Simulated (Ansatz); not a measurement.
## BH4BrO2: nudged elastic band (part 2 of 2)

BH4BrO2; RHF/def2-SVP (Ansatz 0.2.0). The run did not end well. It belongs to a series of runs on one base structure; here: band between the two ends.

Geometry of the input (Å):
```
B  -0.1224  -0.8875  0.3108
Br 1.7449  -1.4443  0.2019
O  -0.9620  -1.3212  -0.6309
O  -0.5364  -0.0956  1.3119
H  1.0728  2.0805  -1.4394
H  0.5263  2.5134  -1.1686
H  -1.8487  -1.0089  -0.5191
H  0.1255  0.1637  1.9333
```

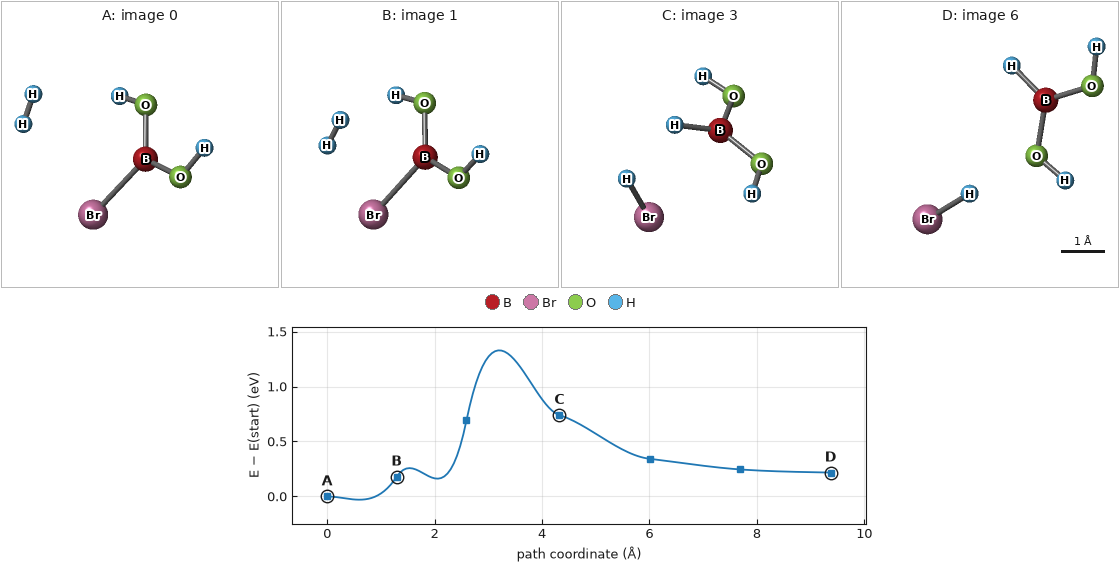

Images of the last band (counted from 0; ball-and-stick, seen at an oblique angle) above the energy along the path; the line is a cubic interpolation that uses the forces. The highest image is number 3, 0.741 eV above the start and 0.524 eV above the end (the climbing image); the end lies 0.217 eV above the start. The path is 9.38 Å long. The band had not converged after 60 iterations.

```
Unfinished report: {"positions_ang":[[-0.6291022418012282,0.19769824101127298,0.12642535651978898],[2.1968333989947184,-1.0116045676213583,-0.4274202279497351],[-1.4412262770721793,-0.7165287484158224,-0.42682528817617493],[-0.5090064510856148,0.20252832432890994,1.4668762985946366],[1.8039048550519081,0.30878754734995806,-0.703729683952269],[-0.16587822874794814,1.1142168894165767,-0.5233569820141766],[-1.3946544512785284,-0.8722524608834088,-1.343258201113081],[0.13912839593887158,0.7772537748138703,1.83138772809101]],"unchecked":["starts","cluster_reference","orbital_swaps","neighbouring_geometries","increment"],"mean_field":{"relativity":"none","state":{"energy":{"ev":-74798.6937435828,"hartree":-2748.801294701074},"converged":true,"gradient_ev":0.00006049331293645064,"stability":{"kind":"minimum","curvature_ev":37.455261157517086},"curvature_floor_ev":0.00030000000000000003,"spin_squared":-7.105427357601002e-15},"others":[],"fillings":{"estimated":0,"unestimated":0,"tried":0,"untried":0,"excluded_magnetic_sites":0},"n_dropped_functions":0,"n_trapped_functions":0,"passes":{"evaluations":4,"products":28},"factors":{"origin":"Cholesky decomposition","count":995,"bound_ev":0.0008195332570630084},"gradient_stop_ev":0.00009,"reference_kind":"stationary","symmetry":{"irreps":["A"],"axes":[[0.9827759032576429,-0.15469719446372113,0.10109550930272504],[0.16243583371249,0.9839870749543169,-0.07337599232021116],[-0.08812561433687713,0.08853369046809834,0.9921671541377726]],"occupied":[{"A":30},{"A":30}]},"held":{"pivots":991,"left_out":0,"joined":4},"density_repulsion":{"missed_ev":0.000014825679718012437,"excess_ev":0.0,"most_excess_ev":0.000162,"are_drawn_again":false,"n_first_factors":995,"energy_change_ev":0.0,"n_dropped_ends":0}},"factors":{"origin":"Cholesky decomposition","count":995,"bound_ev":0.0008195332570630084},"n_frozen":0,"n_occupied":[30,30],"n_virtual":[64,64],"reference":{"ev":-74798.6937435828,"hartree":-2748.801294701074},"total":{"ev":-74798.6937435828,"hartree":-2748.801294701074},"forces_ev_per_angstrom":[[-0.7627211076591272,0.8249815169539945,0.114558077883393],[0.3917081206900315,-0.19879968486326816,-0.07678150529091926],[0.037462196579379145,-0.3816658371119488,0.760528784550685],[0.04273474001906844,-0.3599897773737084,0.052324530585460396],[0.16288458506359735,0.017767282945192125,-0.07428334796295889],[0.15647558204640258,-0.30686818390760157,-0.04613073919846074],[0.011673591595049559,0.19483839311319404,-0.7096221114132398],[-0.04021770833503605,0.20973629024222387,-0.0205936891561001]],"charge_distribution":{"dipole_moment_e_ang":[0.3066314126888736,0.39032915042337457,-0.32956476548684327],"mulliken_charges_e":[0.30391357747250414,-0.11530905381086143,-0.24801335581967443,-0.2549388802684316,0.13255086964653462,-0.20126398070929508,0.19053652936711674,0.1925242941221098],"lowdin_charges_e":[-0.5367053297480222,0.1253606258139328,0.2863128442652272,0.274007826679437,-0.015462266965785343,-0.09076604868459448,-0.02417040285785399,-0.018577248502292587]},"n_threads":2,"memory_gib":2.556818182580173,"seconds":{"hamiltonian":0.469831171,"orbitals":0.0,"second_order":0.0,"solver_start":0.0,"cycles":0.0,"cycle":0.0,"perturbative":0.0,"full_ci_increment":0.0,"forces":0.0}}
this run last wrote the band of iteration 60 to [file]
Error: NEB band did not converge after 60 iterations: max|band force component| = 1.53e0 eV/Å (threshold 3.0e-2); raise `neb.max_iterations` in a new run, which can start from the last band evaluated (`neb.initial_path`, with `crystal.atoms` and `neb.final_atoms` set to its first and last images), add images, or start from endpoints closer to local minima. Where this run's directory can be resumed (`checkpoint.write`), a resume goes on for up to `neb.max_iterations` more; to start a new run from the last band, take its images' positions from the `neb_iteration` event of iteration 60 (`data.images[].positions_ang`), in the event stream of the run that computed that iteration (not this run's, if it was resumed behind it). With `checkpoint.write`, `steps/00-neb/state/checkpoint.json` in the run directory holds the last saved band, under `neb.evaluated.images[].positions_ang` (a band under a hybrid functional on support functions is neither saved nor resumed: `neb.initial_path` says where its path is): check the last entry of `neb.iterations` there, which is earlier than 60 if that iteration was not saved or its write failed. If the band's step has no `state` directory and holds `state.next`, a write was cut short, and the file is under `state.next` instead (behind a loss of power it can be under `state.prev`)
this run wrote the band of iteration 60 to [file] as well, whether or not its events were kept: a new run's `neb.initial_path` can list its `images[].positions_ang`
a run's events are kept only if it was started with --events-out <file>, and are in that file
```

## The last band as extended XYZ (Å, eV, eV/Å)
```
8
Properties=species:S:1:pos:R:3:forces:R:3 image=0 energy=-74799.43458
B    -0.1224   -0.8875    0.3108   -0.0203  -0.0104   0.0056
Br    1.7449   -1.4443    0.2019    0.0008   0.0028  -0.0029
O    -0.9620   -1.3212   -0.6309    0.0054   0.0094  -0.0017
O    -0.5364   -0.0956    1.3119    0.0167  -0.0014  -0.0029
H     1.0728    2.0805   -1.4394   -0.0258   0.0203   0.0148
H     0.5263    2.5134   -1.1686    0.0273  -0.0204  -0.0136
H    -1.8487   -1.0089   -0.5191    0.0034  -0.0048   0.0026
H     0.1255    0.1637    1.9333   -0.0076   0.0045  -0.0020
8
Properties=species:S:1:pos:R:3:forces:R:3 image=1 energy=-74799.25419
B    -0.0935   -0.6488    0.2545    0.1544  -0.1222  -0.0828
Br    1.7913   -1.0911   -0.0428    0.2254  -0.1406   0.2844
O    -0.8995   -1.1239   -0.6901    0.3855  -0.2322  -0.2290
O    -0.4701    0.0687    1.3226   -0.0136  -0.0482  -0.1821
H     0.9371    1.4637   -1.0235   -0.0382   0.1626  -0.0850
H     0.2834    1.8034   -0.9123    0.0051   0.1511  -0.0622
H    -1.7904   -0.8544   -0.7697   -0.6080   0.2912   0.3717
H     0.2418    0.3824    1.8614   -0.1106  -0.0617  -0.0151
8
Properties=species:S:1:pos:R:3:forces:R:3 image=2 energy=-74798.74332
B    -0.3735   -0.4165    0.3406    0.7659  -1.0246   0.2485
Br    1.5306   -1.0754   -0.2430   -1.0260  -0.3588   0.6896
O    -1.3996   -0.7862   -0.4265    0.8366   0.1154  -0.3760
O    -0.5203    0.1992    1.5117    0.0541   0.1900  -0.5487
H     1.1478    1.1624   -0.9294   -1.9841   1.4686  -0.1176
H     0.4303    1.5219   -0.9019    1.7362  -0.2511  -0.2957
H    -1.0750   -1.1907   -1.2250   -0.4974  -0.0138   0.2082
H     0.2596    0.5855    1.8737    0.1148  -0.1258   0.1917
8
Properties=species:S:1:pos:R:3:forces:R:3 image=3 energy=-74798.69374
B    -0.6291    0.1977    0.1264   -0.7627   0.8250   0.1146
Br    2.1968   -1.0116   -0.4274    0.3917  -0.1988  -0.0768
O    -1.4412   -0.7165   -0.4268    0.0375  -0.3817   0.7605
O    -0.5090    0.2025    1.4669    0.0427  -0.3600   0.0523
H     1.8039    0.3088   -0.7037    0.1629   0.0178  -0.0743
H    -0.1659    1.1142   -0.5234    0.1565  -0.3069  -0.0461
H    -1.3947   -0.8723   -1.3433    0.0117   0.1948  -0.7096
H     0.1391    0.7773    1.8314   -0.0402   0.2097  -0.0206
8
Properties=species:S:1:pos:R:3:forces:R:3 image=4 energy=-74799.09234
B    -0.6824    0.3709    0.2088    0.0010   0.0188   0.0053
Br    2.7829   -0.7659   -0.9555    0.0326   0.0061  -0.0064
O    -1.3086   -0.3828   -0.7123    0.0101   0.0205  -0.0163
O    -0.6274   -0.0342    1.4965   -0.0226   0.0000  -0.0133
H     1.8295    0.0609   -1.5797   -0.0010  -0.0248  -0.0300
H    -0.1811    1.3995   -0.1556    0.0034   0.0189   0.0157
H    -1.6724   -1.1856   -0.3697   -0.0048  -0.0252   0.0340
H    -0.1407    0.5372    2.0678   -0.0187  -0.0143   0.0111
8
Properties=species:S:1:pos:R:3:forces:R:3 image=5 energy=-74799.18897
B    -0.5319    0.4779    0.4116    0.0040   0.0060   0.0050
Br    2.7276   -0.7138   -1.8438    0.0017   0.0015  -0.0169
O    -0.7065   -0.3394   -0.6508    0.0137  -0.0030   0.0004
O    -0.9217    0.0594    1.6336   -0.0080   0.0030   0.0007
H     1.3358   -0.5392   -1.6855   -0.0115  -0.0133   0.0009
H    -0.0251    1.5483    0.2279    0.0029   0.0026   0.0093
H    -1.1264   -1.1589   -0.4288    0.0134  -0.0002  -0.0049
H    -0.7519    0.6658    2.3359   -0.0163   0.0034   0.0054
8
Properties=species:S:1:pos:R:3:forces:R:3 image=6 energy=-74799.21746
B    -0.3759    0.4332    0.6653   -0.0096   0.0033  -0.0240
Br    2.4414   -0.6996   -2.7497    0.0140   0.0000  -0.0144
O    -0.1734   -0.4937   -0.2986    0.0224   0.0128  -0.0004
O    -1.3833    0.2505    1.5428   -0.0127   0.0004   0.0230
H     1.4084   -0.5916   -1.7916   -0.0139  -0.0010   0.0134
H     0.3476    1.3877    0.7019    0.0126   0.0009   0.0022
H    -0.7865   -1.2145   -0.2622   -0.0107  -0.0154  -0.0010
H    -1.4783    0.9282    2.1921   -0.0021  -0.0011   0.0013
```

## What the run reported

- outcome: not converged
- barrier, forward (band not converged): 0.741 eV
- barrier, backward: 0.524 eV
- wall time: 2.5 min (CPU time 4.5 min)
- peak memory: 0.21 GiB

## What went wrong

The run did not converge: “NEB band did not converge after 60 iterations: max|band force component| = 1.53e0 eV/Å (threshold 3.0e-2); raise `neb.max_iterations` in a new run, which can start from the last band evaluated (`neb.initial_path`, with `crystal.atoms` and `neb.final_atoms` set to its first and last images), add images, or start from endpoints closer to local minima …” Its last values are not results.
